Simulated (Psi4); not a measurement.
# TPSSh/6-311+G(d,p) run of BN2H5 (SMILES NBN)

Aim: the vertical electron affinity of BN2H5 at TPSSh/6-311+G**, from 2 runs. 

The results are computed with Psi4 1.11.

2 further runs of the same task are left out: 2 set aside as unsound or not needed.

### 1 Starting point

The species is BN2H5 (8 atoms), meant as a singlet with charge 0. SMILES: `NBN`. Geometry: relaxed at PBE0-D4/def2-TZVP.

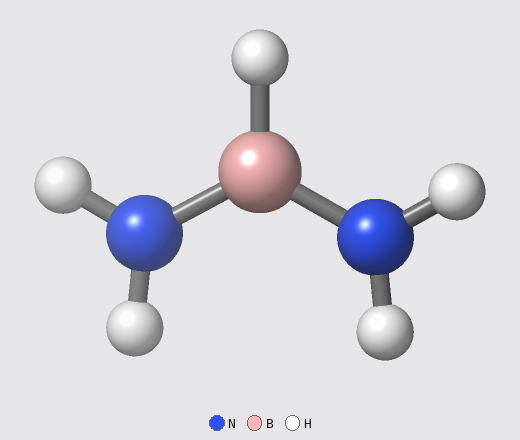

Viewed from a chosen angle; nitrogen blue, boron pink, hydrogen white.

### 2 Energy and forces at TPSSh/6-311+G(d,p)

File run.py:

```python
import numpy as np
from ase.calculators.psi4 import Psi4
from ase import Atoms

atoms = Atoms(['N', 'B', 'N', 'H', 'H', 'H', 'H', 'H'], positions=[
    [-0.971000, 0.516500, -0.581100],
    [0.194200, 0.386600, 0.200500],
    [0.848200, -0.845200, 0.401400],
    [-1.426800, -0.244500, -1.053400],
    [-1.423900, 1.400900, -0.713700],
    [0.649700, 1.368600, 0.718000],
    [1.676700, -0.919800, 0.960900],
    [0.545000, -1.720300, 0.011600],
])
calc = Psi4(atoms=atoms, method='tpssh', basis='6-311+G**', memory='1600MB', num_threads=1, charge=0, multiplicity=1, label='psi4-calc')
calc.psi4.set_options({'puream': True, 'e_convergence': 1e-09, 'd_convergence': 1e-08, 'scf_type': 'pk', 'dft_radial_points': 99, 'dft_spherical_points': 590})
atoms.calc = calc

forces = atoms.get_forces()
print(f'energy: {atoms.get_potential_energy():.6f} eV')
print('forces / eV A^-1')
print(np.round(forces, 5))
```

Run with:

```console
$ python run.py
```

psi4-calc.dat:

```text
[...]
  Running in c1 symmetry.
[...]
  Nuclear repulsion =   68.852594815844668
[...]
  Multiplicity = 1
[...]
  Nalpha       = 12
  Nbeta        = 12
[...]
    Number of basis functions: 96
[...]
   @RKS iter   1:  -136.93172992910644   -1.75997e-01   1.21059e-02 ADIIS/DIIS
[...]
   @RKS iter  11:  -137.49657841278514   -1.70530e-12   7.39191e-10 DIIS
[...]
    Orbital Energies [Eh]
    ---------------------
    Doubly Occupied:
       1A    -14.221630     2A    -14.221624     3A     -6.669443
       4A     -0.845133     5A     -0.816389     6A     -0.503470
       7A     -0.492477     8A     -0.467625     9A     -0.405920
      10A     -0.319370    11A     -0.294312    12A     -0.224913
[...]
  @RKS Final Energy:  -137.49657841278514
   => Energetics <=
    Nuclear Repulsion Energy =             68.8525948158446681
    One-Electron Energy =                -321.4183530402546012
    Two-Electron Energy =                 133.0285350484905109
    DFT Exchange-Correlation Energy =     -17.9593552368657186
    Empirical Dispersion Energy =           0.0000000000000000
    VV10 Nonlocal Energy =                  0.0000000000000000
    Total Energy =                       -137.4965784127851407
[...]
 Multipole Moments:
 ------------------------------------------------------------------------------------
     Multipole            Electronic (a.u.)      Nuclear  (a.u.)        Total (a.u.)
 ------------------------------------------------------------------------------------
 L = 1.  Multiply by 2.5417464519 to convert [e a0] to [Debye]
 Dipole X            :         -0.0008188           -0.2026103           -0.2034291
 Dipole Y            :         -0.0020193           -0.4364850           -0.4385043
 Dipole Z            :         -0.0011037           -0.2298172           -0.2309209
 Magnitude           :                                                    0.5357181
[...]
  -Total Gradient:
     Atom            X                  Y                   Z
    ------   -----------------  -----------------  -----------------
       1        0.002070829096     0.000026895572     0.001442380271
       2       -0.003326838245    -0.007214572943    -0.003792448450
       3       -0.001087572233     0.002216176369    -0.000299716456
       4        0.001992199240     0.002458290247     0.001886434467
       5        0.001924950946    -0.003136761247     0.000692565499
       6        0.000701308400     0.001519687716     0.000799850730
       7       -0.003035574999     0.000622268269    -0.001977135285
       8        0.000761197550     0.003509097736     0.001248636399
[...]
```

Standard output:

```text
energy: -3741.472472 eV
forces / eV A^-1
[[-0.10649 -0.00138 -0.07417]
 [ 0.17107  0.37099  0.19502]
 [ 0.05593 -0.11396  0.01541]
 [-0.10244 -0.12641 -0.097  ]
 [-0.09898  0.1613  -0.03561]
 [-0.03606 -0.07815 -0.04113]
 [ 0.1561  -0.032    0.10167]
 [-0.03914 -0.18045 -0.06421]]
```

It took 52 s on 1 thread of Intel Xeon 6975P-C (Granite Rapids), shared host; peak memory 0.86 GiB.

### 3 The doublet anion: a single-point energy at UTPSSh/6-311+G(d,p)

File bh5n2.json:

```json
{
 "schema_name": "qcschema_input",
 "schema_version": 1,
 "molecule": {
  "schema_name": "qcschema_molecule",
  "schema_version": 2,
  "symbols": ["N", "B", "N", "H", "H", "H", "H", "H"],
  "geometry": [-1.83492407, 0.97604354, -1.09811985, 0.36698481, 0.73056812, 0.37889009, 1.6028657, -1.59719652, 0.75853607, -2.69626123, -0.46203804, -1.9906375, -2.69078103, 2.64731733, -1.34869754, 1.22775506, 2.58627917, 1.35682336, 3.16850379, -1.73817009, 1.81583783, 1.02990074, -3.25089585, 0.02192082],
  "molecular_charge": -1,
  "molecular_multiplicity": 2,
  "fix_symmetry": "c1"
 },
 "driver": "energy",
 "model": {
  "method": "tpssh",
  "basis": "6-311+G**"
 },
 "keywords": {
  "reference": "uks",
  "puream": true,
  "e_convergence": 1e-09,
  "d_convergence": 1e-08,
  "scf_type": "pk",
  "dft_radial_points": 99,
  "dft_spherical_points": 590,
  "maxiter": 100,
  "scf_properties": ["MAYER_INDICES", "DIPOLE", "QUADRUPOLE"]
 }
}
```

Run with:

```console
$ psi4 --qcschema bh5n2.json -n 1 --memory 1600MB
```

stdout:

```text
[...]
  Running in c1 symmetry.
[...]
  Nuclear repulsion =   68.852594849825280
[...]
  Multiplicity = 2
[...]
  Nalpha       = 13
  Nbeta        = 12
[...]
    Number of basis functions: 96
[...]
   @UKS iter   1:  -136.47171350151112    2.84020e-01   1.41394e-02 DIIS/ADIIS
[...]
   @UKS iter  14:  -137.45792939662681   -1.76215e-12   2.88260e-09 DIIS
[...]
   @S^2 Observed:                7.500790403E-01
[...]
    Orbital Energies [Eh]
    ---------------------
    Alpha Occupied:
       1A    -14.071016     2A    -14.071010     3A     -6.525324
       4A     -0.695352     5A     -0.666952     6A     -0.356173
       7A     -0.343391     8A     -0.316671     9A     -0.258596
      10A     -0.180745    11A     -0.145783    12A     -0.075532
      13A      0.084012
    Alpha Virtual:
      14A      0.109915    15A      0.125170    16A      0.126401
      17A      0.202168    18A      0.205977    19A      0.207987
      20A      0.245463    21A      0.250072    22A      0.263817
      23A      0.267134    24A      0.290144    25A      0.295277
[...]
  @UKS Final Energy:  -137.45792939662681
   => Energetics <=
    Nuclear Repulsion Energy =             68.8525948498252802
    One-Electron Energy =                -324.9342386760047248
    Two-Electron Energy =                 136.6640535639956227
    DFT Exchange-Correlation Energy =     -18.0403391344429842
    Empirical Dispersion Energy =           0.0000000000000000
    VV10 Nonlocal Energy =                  0.0000000000000000
    Total Energy =                       -137.4579293966268096
[...]
 Multipole Moments:
 ------------------------------------------------------------------------------------
     Multipole            Electronic (a.u.)      Nuclear  (a.u.)        Total (a.u.)
 ------------------------------------------------------------------------------------
 L = 1.  Multiply by 2.5417464519 to convert [e a0] to [Debye]
 Dipole X            :          0.8478619           -0.2026103            0.6452516
 Dipole Y            :          1.8279676           -0.4364850            1.3914826
 Dipole Z            :          0.9627212           -0.2298172            0.7329040
 Magnitude           :                                                    1.6999182
 L = 2.  Multiply by 1.3450342976 to convert [e a0^2] to [Debye ang]
 Quadrupole XX       :        -99.1437736           69.3429982          -29.8007754
 Quadrupole XY       :         38.4748709          -40.6614428           -2.1865719
[...]
```

The result, in JSON:

```text
{
 "driver": "energy",
 "model": {
  "method": "tpssh",
  "basis": "6-311+G**"
 },
 "success": true,
 "return_result": -137.4579293966268,
 "properties": {
  "calcinfo_nbasis": 96,
  "calcinfo_nmo": 96,
  "calcinfo_nalpha": 13,
  "calcinfo_nbeta": 12,
  "calcinfo_natom": 8,
  "nuclear_repulsion_energy": 68.85259484982528,
  "return_energy": -137.4579293966268,
  "scf_one_electron_energy": -324.9342386760047,
  "scf_two_electron_energy": 136.66405356399562,
  "scf_xc_energy": -18.040339134442984,
  "scf_dipole_moment": [0.6452515811831109, 1.3914826341720863, 0.7329039644678541],
  "scf_total_energy": -137.4579293966268,
  "scf_iterations": 14
 }
}
```

Run time: 90 s. Hardware: 1 thread of Intel Xeon 6975P-C (Granite Rapids), shared host; peak memory 0.86 GiB.

### 4 Outcome

At TPSSh/6-311+G**:

| quantity | value |
| --- | --- |
| singlet BN2H5: total energy | -137.49658 Eh |
| singlet BN2H5: dipole moment | 1.36 D |
| singlet BN2H5: HOMO energy | -6.12 eV |
| singlet BN2H5: LUMO energy | -0.06 eV |
| singlet BN2H5: HOMO–LUMO gap | 6.06 eV |
| singlet BN2H5: largest force on an atom | 0.453 eV/Å |
| doublet anion: total energy | -137.45793 Eh |
| doublet anion: HOMO energy (highest over α and β) | 2.29 eV |
| doublet anion: LUMO energy (lowest over α and β) | 2.77 eV |
| doublet anion: ⟨S²⟩ | 0.750 |
| vertical electron affinity (to the doublet anion) | -1.052 eV |

The anion lies 1.05 eV (24 kcal/mol) above the neutral: the electron isn't bound at this level, and such a value depends on the basis. The largest force (singlet BN2H5) is 0.45 eV/Å: the shape isn't a stationary point for this species at this level. The HOMO (doublet anion) lies at positive energy, 2.29 eV; only total energies tell whether the electron is bound.
